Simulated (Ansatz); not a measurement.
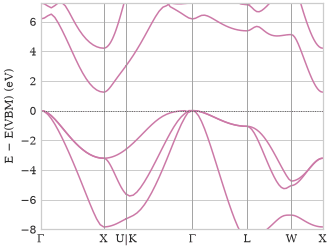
Figure. Band structure from the program Ansatz at the PBEsol level (PAW)

Task: Read off the gap and where the band edges lie.

Result: About 1.2 eV (1.24 eV by a search for the band edges); maximum at Γ, minimum at X.

The material is SiC (zinc blende, F-43m).

The cell was relaxed with PBEsol under the symmetry of its start.

Potentials: the later of the program's two PAW sets.
